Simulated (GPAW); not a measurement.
# Optical response of Re, part 2 of 2

Aim: the dielectric function of Re, and the optical constants that follow from it.

GPAW 26.7.0; DFT, PBE, plane-wave PAW (GPAW data sets), scalar-relativistic, RPA, optical limit.

So far. Step 2 (Ground state): There are states at the Fermi level within the smearing, so the occupations stay smeared and the carriers get a Drude term.

**4. Dielectric function, RPA (continued)**

The Im ε, E ∥ x has structure finer than the step of the table below, so its rows give means over 0.5 eV, whole bins alone (the curve runs from 0.305 to 14.0 eV). Peaks (eV: height): without local fields 2.55: 23.8, 4.33: 23.3; with local fields 2.59: 23.5, 4.29: 23.0.

Sum at mesh points, not converged in k. The Im ε, E ∥ x by photon energy; means over each step:

| photon energy (eV) | without local fields | with local fields |
| --- | --- | --- |
| 1.0 | 33.0 | 33.0 |
| 1.5 | 20.7 | 20.7 |
| 2.0 | 19.4 | 19.3 |
| 2.5 | 22.6 | 22.4 |
| 3.0 | 21.0 | 21.0 |
| 3.5 | 18.4 | 18.8 |
| 4.0 | 20.9 | 20.9 |
| 4.5 | 22.0 | 21.7 |
| 5.0 | 15.1 | 15.0 |
| 5.5 | 11.3 | 11.3 |
| 6.0 | 8.91 | 8.92 |
| 6.5 | 7.54 | 7.70 |
| 7.0 | 5.79 | 5.83 |
| 7.5 | 4.02 | 4.04 |
| 8.0 | 3.60 | 3.63 |
| 8.5 | 3.12 | 3.15 |
| 9.0 | 2.89 | 2.91 |
| 9.5 | 2.90 | 2.91 |
| 10.0 | 3.18 | 3.19 |
| 10.5 | 4.18 | 4.25 |
| 11.0 | 3.75 | 3.83 |
| 11.5 | 3.20 | 3.26 |
| 12.0 | 2.94 | 3.02 |
| 12.5 | 2.55 | 2.61 |
| 13.0 | 2.43 | 2.44 |
| 13.5 | 2.37 | 2.40 |

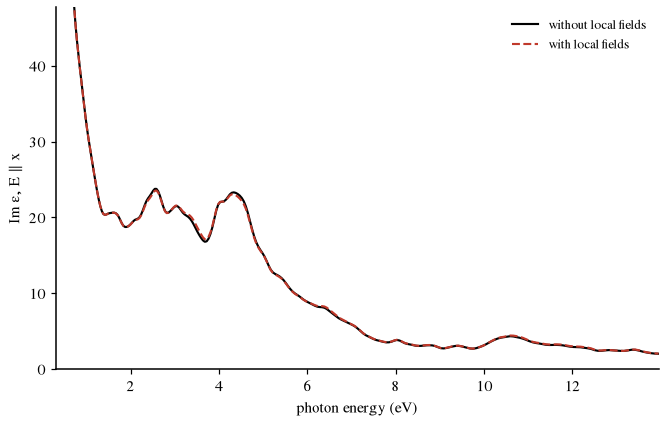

Im ε, E ∥ x against photon energy. Below 1 eV the curve runs off the scale.

The loss function −Im 1/ε at q → 0 has structure finer than the step of the table below, so its rows give means over 1 eV, whole bins alone (the curve runs from 0.305 to 14.0 eV). Peaks (eV: height): E ∥ x 9.8: 0.355; E ∥ z 12.0: 0.320, 13.6: 0.384.

Sum at mesh points, not converged in k. The loss function −Im 1/ε at q → 0 by energy loss; means over each step:

| energy loss (eV) | E ∥ x | E ∥ z |
| --- | --- | --- |
| 1 | 0.0162 | 0.00981 |
| 2 | 0.0476 | 0.0452 |
| 3 | 0.0469 | 0.0623 |
| 4 | 0.0484 | 0.0657 |
| 5 | 0.0516 | 0.0598 |
| 6 | 0.0739 | 0.0687 |
| 7 | 0.0892 | 0.106 |
| 8 | 0.154 | 0.181 |
| 9 | 0.253 | 0.233 |
| 10 | 0.296 | 0.225 |
| 11 | 0.235 | 0.252 |
| 12 | 0.281 | 0.292 |
| 13 | 0.354 | 0.335 |

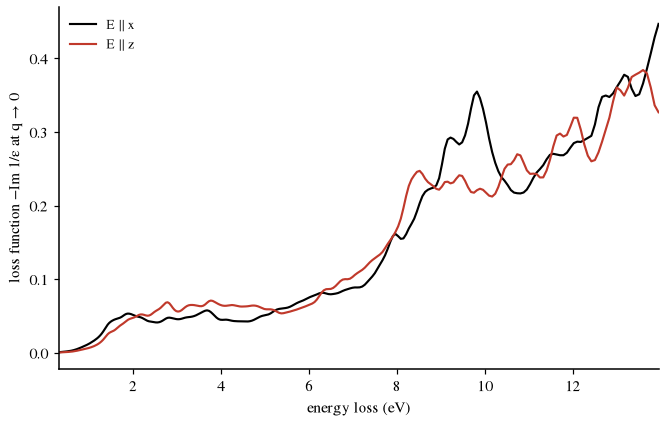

Loss function −Im 1/ε at q → 0 against energy loss.

The reflectivity at normal incidence has structure finer than the step of the table below, so its rows give means over 1 eV, whole bins alone (the curve runs from 0.305 to 14.0 eV). Peaks (eV: height): E ∥ x 4.7: 62.8, 11.0: 38.5; E ∥ z 6.1: 62.7, 10.2: 39.2, 11.4: 38.6, 12.6: 37.4.

Sum at mesh points, not converged in k. The reflectivity at normal incidence by photon energy; means over each step:

| photon energy (eV) | E ∥ x (%) | E ∥ z (%) |
| --- | --- | --- |
| 1 | 81.4 | 87.5 |
| 2 | 53.6 | 61.6 |
| 3 | 53.1 | 50.8 |
| 4 | 53.4 | 48.6 |
| 5 | 61.8 | 53.6 |
| 6 | 59.6 | 61.2 |
| 7 | 61.0 | 56.4 |
| 8 | 53.6 | 48.0 |
| 9 | 40.9 | 35.6 |
| 10 | 28.9 | 36.5 |
| 11 | 36.5 | 35.5 |
| 12 | 36.4 | 33.2 |
| 13 | 32.7 | 33.1 |

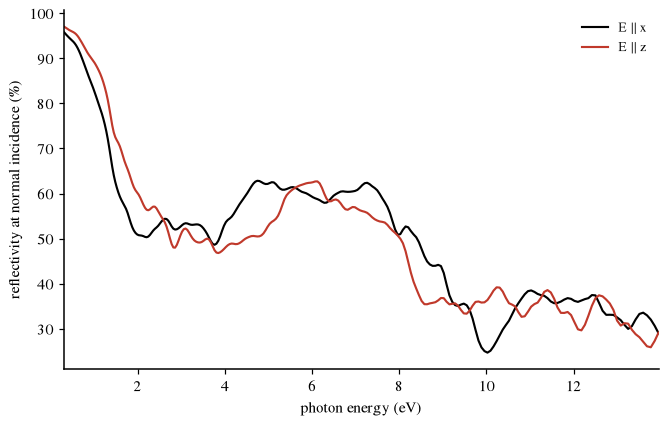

Reflectivity at normal incidence against photon energy.

From ε follow the optical constants at some laser and lamp lines:

| wavelength (nm) | n x | k x | R (%) x | 1/α x | n z | k z | R (%) z | 1/α z |
| --- | --- | --- | --- | --- | --- | --- | --- | --- |
| 1550 | 2.51 | 8.437 | 88.0 | 15 nm | 2.15 | 9.927 | 92.1 | 12 nm |
| 1064 | 2.32 | 5.605 | 78.1 | 15 nm | 1.79 | 6.575 | 86.0 | 13 nm |
| 633 | 3.22 | 2.929 | 51.2 | 17 nm | 2.59 | 3.661 | 60.6 | 14 nm |
| 532 | 3.73 | 2.891 | 51.5 | 15 nm | 2.80 | 3.399 | 56.9 | 12 nm |
| 450 | 3.40 | 3.108 | 53.1 | 12 nm | 2.63 | 2.772 | 49.6 | 13 nm |
| 365 | 3.19 | 3.107 | 53.1 | 9.3 nm | 2.80 | 2.754 | 49.2 | 11 nm |
| 193 | 1.44 | 2.829 | 58.8 | 5.4 nm | 1.34 | 2.714 | 58.3 | 5.7 nm |

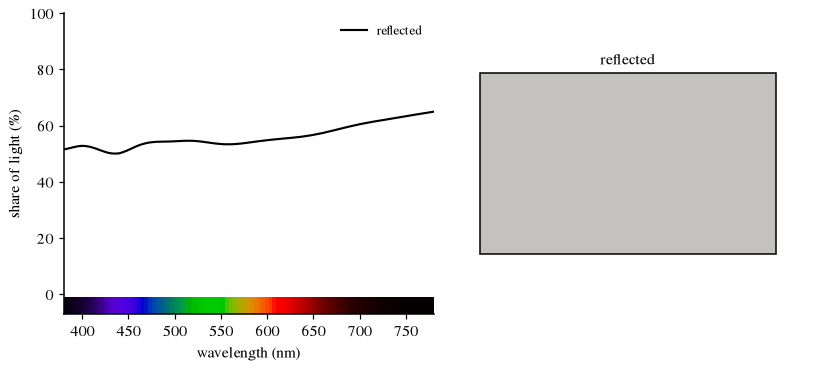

Light reflected across the visible range, with the colour that it makes of daylight (sRGB).

A polished face would reflect 54 % of daylight and look light grey (CIE x = 0.317, y = 0.334 under D65).

**5. Outcome**

In words: At this level (PBE, RPA) Re is a metal. The mesh is too coarse to trust the carriers' weight, the reflectivity or the colour to better than tens of per cent. A polished face would reflect 54 % of daylight and look light grey (CIE x = 0.317, y = 0.334 under D65). The carriers' damping of 0.05 eV is typed, not computed; it shapes the response at the lowest energies. Spin-orbit coupling is left out although heavy atoms are present. In this version of GPAW the matrix elements of the optical limit are incomplete, which can lower ε − 1 by up to a tenth where first-row anions or d states rule, and shift it by more in d metals. GPAW's carrier term has the form −ωp²/(ω + i·rate)², which damps like twice the rate and fails at low energy, so the curves leave the lowest energies out. The sum runs over mesh points 0.15 Å⁻¹ apart with no interpolation, so peaks are partly noise of the mesh, and the Drude plasma energy, a sum over the Fermi surface, isn't converged.

[Hosts, paths, dates, database ids (printed as entryN), source tags and the programs' standing remarks are cut or masked in the printed files.]
